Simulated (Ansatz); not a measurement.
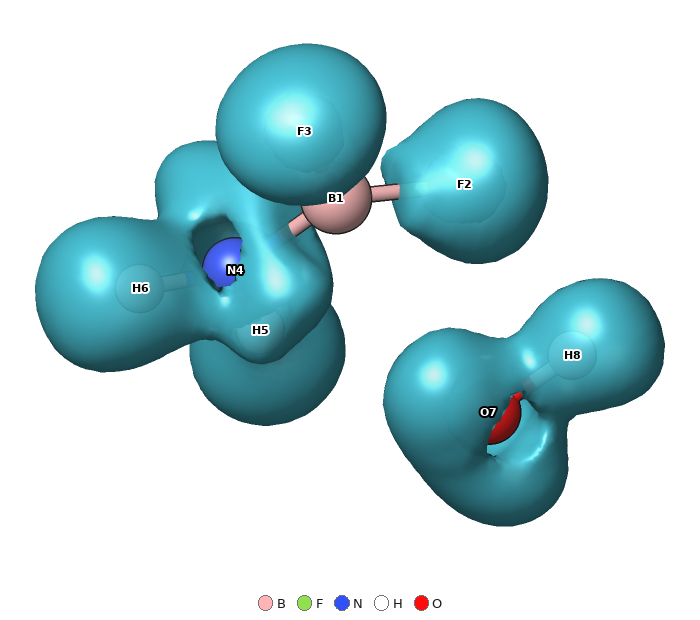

Figure. BF$_{2}$H$_{2}$N···OH (doublet). Isosurface of the ELF at 0.75 (cyan), seen at a tilt. Only the valence region is drawn (cores and ρ < 0.01 e/Å³ removed).

Not at a stationary point (largest force 0.6 eV/Å).

Level of theory: UKS B3LYP-D4/6-31G* (Ansatz 0.2.0).

| atom | x (Å) | y (Å) | z (Å) |
| --- | --- | --- | --- |
| B | -0.0121 | -0.2623 | 0.1054 |
| F | 0.1581 | -1.3111 | 0.9144 |
| F | 1.0675 | 0.4585 | -0.2067 |
| N | -1.2589 | -0.0042 | -0.4798 |
| H | -2.0944 | -0.4788 | -0.1717 |
| H | -1.4263 | 0.8218 | -1.0339 |
| O | -0.7318 | 0.2672 | 2.5456 |
| H | -0.0182 | -0.2922 | 2.9189 |

**Identify the bonds, lone pairs and shells in this picture.**

The surface consists of two regions on F in which the atom's valence shell and bonds are merged, one joined region spread over several atoms (H, N), in which their bonds and any lone pairs are merged and one joined region spread over several atoms (H, O), in which their bonds and any lone pairs are merged. Along the contacts the grid gives the following. B1···O7 (2.60 Å): the ELF dips to about 0.05 between them. B–F (1.34 Å): the ELF peaks at about 0.85 between the atoms, as expected for a polar covalent bond.
